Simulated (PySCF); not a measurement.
## Electronic structure of C₇H₆S (SMILES C#Cc1ccc(C)s1) in real space

```yaml
atoms:
  - { symbol: C, position_ang: [3.4934, -0.2281, -1.6938] }
  - { symbol: C, position_ang: [2.4449, -0.1542, -1.1100] }
  - { symbol: C, position_ang: [1.2212, -0.0694, -0.4396] }
  - { symbol: C, position_ang: [1.0067, 0.0158, 0.9076] }
  - { symbol: C, position_ang: [-0.3601, 0.0858, 1.2416] }
  - { symbol: C, position_ang: [-1.1877, 0.0539, 0.1614] }
  - { symbol: C, position_ang: [-2.6736, 0.1067, 0.1391] }
  - { symbol: S, position_ang: [-0.2871, -0.0642, -1.3175] }
  - { symbol: H, position_ang: [4.4153, -0.2917, -2.1893] }
  - { symbol: H, position_ang: [1.8069, 0.0278, 1.6261] }
  - { symbol: H, position_ang: [-0.7176, 0.1570, 2.2540] }
  - { symbol: H, position_ang: [-3.0215, 0.9676, -0.4316] }
  - { symbol: H, position_ang: [-3.0852, -0.7899, -0.3246] }
  - { symbol: H, position_ang: [-3.0563, 0.1824, 1.1544] }
```

Geometry: GFN2-xTB.

Theory: PBE0/def2-SVPD, SCF density, gas phase (PySCF).

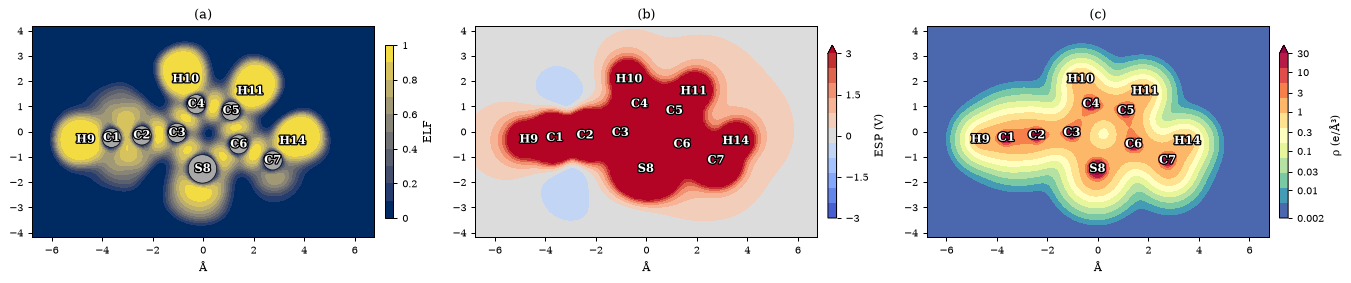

Figure 1. (a) electron localisation function; (b) molecular electrostatic potential; (c) total electron density on the plane of atoms C4, C5 and C6. Grey discs cover the atomic cores in the ELF map.

> Read the bonding off the picture.

The plane passes through C, S and H nuclei.
C–C (1.20 Å): ρ is about 2.7 e/Å³ halfway; the ELF peaks at about 0.85 between the atoms; a multiple bond.
C–S (1.74 Å): ρ at the midpoint is about 1.4 e/Å³; the ELF peaks at about 0.90 between the atoms, as expected for localised, covalent bonding.
C–H (1.05 Å): the density is about 2.1 e/Å³ at the midpoint; the ELF climbs to about 1 towards the hydrogen, as it does in any bond to H: a covalent bond by its length.
C–C (1.36 Å): ρ is about 2.2 e/Å³ halfway; the ELF peaks at about 0.95 between the atoms; a covalent bond.
The ELF also peaks beside S8, away from the bonds: lone-pair regions.
Outside the dense part of the molecule the potential is most negative (−0.8 V) near C1.

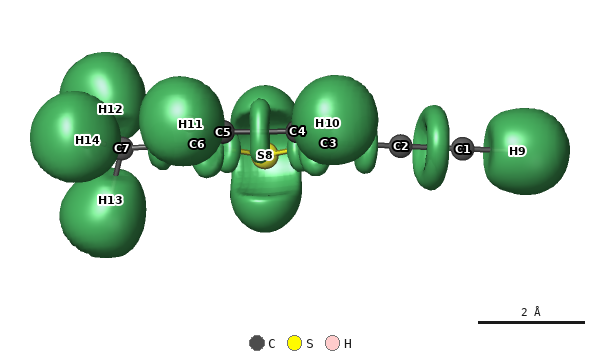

Figure 2. Isosurface of the electron localisation function at 0.85 (green), seen from one side. Core shells and regions of very low density are left out.

> Describe the localisation domains.

The ELF exceeds this value in six regions between bonded C–C atoms (shared pairs), two regions between bonded C–S atoms (shared pairs), six regions around hydrogen nuclei and one lobe on S, pointing away from the bonds (lone pairs, which may merge into one lobe).

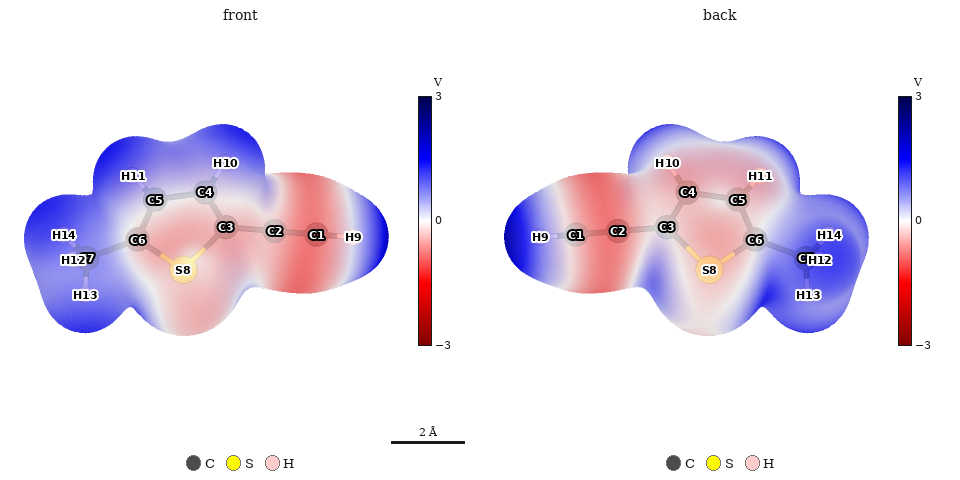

Figure 3. The electrostatic potential painted on the density surface at 0.004 e/bohr³, seen from the front and from behind; red is negative and blue positive.

> Which sites attract a positive test charge, and which a negative one?

A positive charge is drawn to the negative regions and a negative charge to the positive ones. The most negative region (about −0.9 V) lies over C1 and C2, the most positive (about +2.0 V) over H9.

> How polar is the molecule by this calculation?

Its dipole moment is 1.51 D.
